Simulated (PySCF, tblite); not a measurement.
# C₆H₅NO₂Si: geometry, infrared bands and NMR shifts

What infrared bands and NMR shifts should C₆H₅NO₂Si (`O=CC#CC#C[SiH2]NC=O`) show?

Programs: tblite 0.8.0 and PySCF 2.14.0, with density-fitted response routines of our own. Each step states its level of theory. These are calculated values for one molecule in the gas phase, unless marked as measured. Atoms are numbered from 0 throughout.

## 1. The starting structure

15 atoms, charge 0, multiplicity 1; geometry from: force field or distance geometry start.

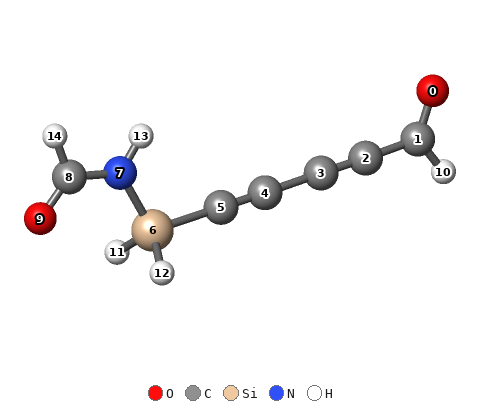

The starting geometry (oxygen red, carbon grey, silicon light orange, nitrogen blue, hydrogen white), atoms numbered.

## 2. Geometry optimisation with GFN2-xTB

Job settings and geometry (Å):

```
{"job": {"kind": "relax", "xc": "GFN2-xTB", "basis": "xTB"}, "charge": 0, "multiplicity": 1}
O     -0.330700    -5.864500     0.140100
C      0.378200    -5.197500     0.864200
C      0.404300    -3.769000     0.803400
C      0.404300    -2.559400     0.729700
C      0.413700    -1.031600     0.663300
C      0.413900     0.167400     0.585300
Si     0.416700     2.034600     0.468400
N     -0.706700     2.503800    -0.759600
C     -0.920500     3.806300    -1.069400
O     -0.399900     4.785600    -0.558400
H      1.053700    -5.651000     1.620000
H     -0.023100     2.600200     1.768000
H      1.762900     2.503800     0.105600
H     -1.195300     1.754700    -1.242200
H     -1.675800     3.924600    -1.874200
```

On the command line:

```sh
$ OMP_NUM_THREADS=1 python probes_run.py task.json out
```

One launch serves the whole session: the jobs run in the order shown.

**Question.** This job is followed by: GFN2-xTB harmonic vibrations, gas phase; GIAO PBE0/pcSseg-1 NMR shielding, non-relativistic, gas phase. What will the session give for the following? strongest single infrared mode (GFN2-xTB); zero-point energy (GFN2-xTB); ¹³C shifts against TMS (PBE0/pcSseg-1); ¹H shifts against TMS (PBE0/pcSseg-1, means over atoms taken as alike); ¹⁷O shifts against H2O (PBE0/pcSseg-1); ²⁹Si shifts against TMS (PBE0/pcSseg-1); ¹⁵N shifts against NH3 (PBE0/pcSseg-1).

The runs gave:

```
                                                              quantity                                      value
                             strongest single infrared mode (GFN2-xTB)                     1725 cm⁻¹, 1050 km/mol
                                          zero-point energy (GFN2-xTB)                              55.2 kcal/mol
                                ¹³C shifts against TMS (PBE0/pcSseg-1)  180.8, 169.5, 103.9, 97.2, 88.2, 76.1 ppm
¹H shifts against TMS (PBE0/pcSseg-1, means over atoms taken as alike)                 9.58, 8.45, 5.21, 4.64 ppm
                                ¹⁷O shifts against H2O (PBE0/pcSseg-1)                           771.7, 447.3 ppm
                               ²⁹Si shifts against TMS (PBE0/pcSseg-1)                                  -69.3 ppm
                                ¹⁵N shifts against NH3 (PBE0/pcSseg-1)                                  126.3 ppm
```

What this shows: The optimisation took 41 steps and gained 0.683 eV; among the close pairs (by a distance rule), C3–C4 changed most, from 1.529 to 1.352 Å. No mode is imaginary among the 39: a minimum at this level. The strongest single mode, at 1725 cm⁻¹, moves mainly C8 and O9. GFN2-xTB is a fitted tight-binding method: band positions and strengths are rough. Its intensities can rank the bands wrongly. The most deshielded carbon is C1 (aldehyde carbonyl carbon), at 180.8 ppm: low-lying n→π* states of the double bond to the heteroatom give a large paramagnetic term (-244 ppm). The most deshielded hydrogen is H10 (hydrogen on an aldehyde carbonyl carbon), at 9.58 ppm: the C=O anisotropy and electron withdrawal place aldehyde protons far downfield. At PBE0/pcSseg-1: The largest span, 1594 ppm, is at O0, where the paramagnetic term is -834 ppm.
